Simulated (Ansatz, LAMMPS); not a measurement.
# Amorphous 84HfO2-16Y2O3 (mol %) (83 atoms): relaxation and levels of theory

Which bonds does the relaxation leave, and how do the Kohn-Sham gap, forces and pressure change with k-mesh and functional?

Calculated with Ansatz 0.2.0: Kohn-Sham DFT, PBE, PAW (set soft_2), plane waves; cutoff 420 eV, Γ point, fermi-dirac smearing of 0.025 eV.

**The cell**

Density at the start: 7.43 g/cm³. The cell holds 83 atoms: 21 Hf, 8 Y and 54 O. Its edges and angles: a = 10.596 Å, b = 10.596 Å, c = 10.596 Å, α = 90.0°, β = 90.0°, γ = 90.0°. 83 atoms (21 Zr, 8 Er, 54 O) placed at random at 5.75 g/cm³, melted at 5000 K for 10 ps at fixed volume with the Morse and Coulomb pair potential with partial charges (Pedone, Malavasi, Menziani, Cormack and Segre, J. Phys. Chem. B 110, 11780 (2006)). Quenched from 5000 K to 300 K at 50 K/ps and fixed volume, held 5 ps, then minimised at fixed cell. Then Zr was replaced by Hf, Er was replaced by Y (the potential has no terms for the new elements, so the cell is a start for a DFT relaxation).

Cell and atoms were relaxed with PBE. The walk converged after 16 steps by the program's count, with a largest force component of 0.0273 eV/Å; it began at an r.m.s. force component of 0.36 eV/Å. The edges went from 10.596, 10.596, 10.596 to 10.572, 9.990, 10.428 Å, and the volume from 14.333 to 13.265 Å³ an atom (-7.5 %).

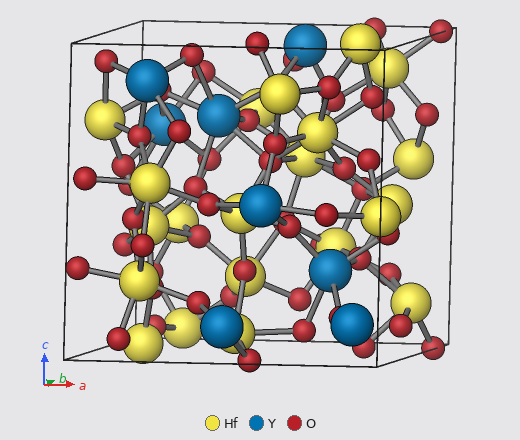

The relaxed cell. Some periodic images of atoms are drawn too.

The input of the reference single point:

```yaml
crystal:
  lattice:
    - [10.57085, -0.01852, 0.12484]
    - [-0.01852, 9.99028, -0.0258]
    - [0.12484, -0.0258, 10.42679]
  atoms:
    - { symbol: Hf, position: [0.14298, 0.47972, 0.02192] }
    - { symbol: Hf, position: [0.01896, 0.41463, 0.72979] }
    - { symbol: Hf, position: [0.46521, 0.39278, 0.4457] }
    - { symbol: Hf, position: [0.83535, 0.38334, 0.98951] }
    [... 77 atom lines left out ...]
    - { symbol: O, position: [0.5542, 0.45073, 0.84557] }
    - { symbol: O, position: [0.40375, 0.20746, 0.48581] }
kpoints:
  mp_grid: { grid: [1, 1, 1] }
hamiltonian:
  xc: pbe
scf:
  occupations: { method: fermi_dirac, width: 0.025 }
output:
  forces: true
  stress: true
  populations: true
  dos:
    method: { smearing: { sigma: 0.08 } }
    de: 0.05
    projected: { site_lists: { Hf: [Hf], O: [O], "Y": ["Y"] } }
  eigenvalues: true
  write_density: true
  write_potential: true
  volumetric_format: npy
```

**Bonds after relaxation**

Bonds by pair of elements; cutoffs follow the first minimum of g(r), held within bounds set by covalent radii, and pairs that aren't listed don't count as bonded:

| pair A-B | cutoff (Å) | bonds | mean length (Å) | spread (Å) | shortest (Å) | B about A | A about B |
| --- | --- | --- | --- | --- | --- | --- | --- |
| O-Hf | 2.82 | 133 | 2.14 | 0.106 | 1.98 | 2.46 | 6.33 |
| O-Y | 3 | 50 | 2.35 | 0.191 | 2.10 | 0.926 | 6.25 |

How many atoms have how many bonded neighbours:

| element | mean | 3 | 4 | 5 | 6 | 7 | 8 |
| --- | --- | --- | --- | --- | --- | --- | --- |
| Hf | 6.33 | 0 | 0 | 1 | 13 | 6 | 1 |
| O | 3.39 | 33 | 21 | 0 | 0 | 0 | 0 |
| Y | 6.25 | 0 | 0 | 1 | 4 | 3 | 0 |

**Levels of theory**

Single points at the relaxed geometry:

| functional | k-mesh | Kohn-Sham gap (eV) | pressure (GPa) | r.m.s. force component (eV/Å) | SCF cycles | time |
| --- | --- | --- | --- | --- | --- | --- |
| PBE | 1×1×1 | 3.982 | -0.03 | 0.008 | 11 | 28 s |
| PBE | 2×2×2 | 3.949 | -0.03 | 0.019 | 10 | 3.5 min |
| HSE06 | 1×1×1 | 5.511 | -4.44 | 0.100 | 22 | 7.4 min |
| r2SCAN | 1×1×1 | 4.450 | -4.27 | 0.083 | 11 | 54 s |
| PBEsol | 1×1×1 | 3.888 | -5.94 | 0.072 | 11 | 26 s |

The gap is that between the highest filled and lowest empty Kohn-Sham level on the run's k-points. Cutoffs: 420 eV for PBE, HSE06 and PBEsol; 500 eV for r2SCAN. Times come from shared hosts and are rough.

**Findings**

By these cutoffs 62 % of Hf atoms have 6, 61 % of O atoms have 3 and 50 % of Y atoms have 6 neighbours. The Kohn-Sham gap is 3.98 eV with PBE on the 1×1×1 mesh and 3.95 eV on 2×2×2. On the 1×1×1 mesh HSE06 changes the gap by +1.53 eV against PBE. Carrying that shift over to the 2×2×2 mesh gives 3.95 + 1.53 = 5.48 eV, an estimate that takes the shift to be alike at all k-points. On the reference's mesh the gap changes with r2SCAN by +0.47 eV and PBEsol by -0.09 eV. Against the reference the pressure changes with HSE06 by -4.4 GPa, r2SCAN by -4.2 GPa and PBEsol by -5.9 GPa; a negative change means a smaller volume than PBE would take. The denser mesh moves the energy by -1.8 meV/atom and the pressure by +0.00 GPa.

Limits: All single points share the geometry relaxed with PBE. The volume changed by -7.5 % on relaxing; in so small a cell, on this mesh and at this cutoff, the relaxed density is rough. One sample; tail or defect levels can set the gap of a disordered cell. The quench rate of 50 K/ps is many orders above laboratory rates, so the cell is likely richer in defects and strain than a real sample. The network of bonds at the start is that of the classical potential that made the cell, and needn't be the one that DFT or experiment would give. Spin–orbit coupling is left out, which matters for the levels of the heavy elements. In some runs the program notes that it cut back its work space to fit the memory limit, the exchange threshold is loose for the stress and the SCF threshold is loose for the stress.

[Logs are printed without paths, hosts, clocks, repeated set-up lines and the standing remarks that a program may print on its own settings, such as how far it seeks lower states.]

[Hosts, paths, dates, database ids (printed as entryN), source tags and the programs' standing remarks are cut or masked in the printed files.]
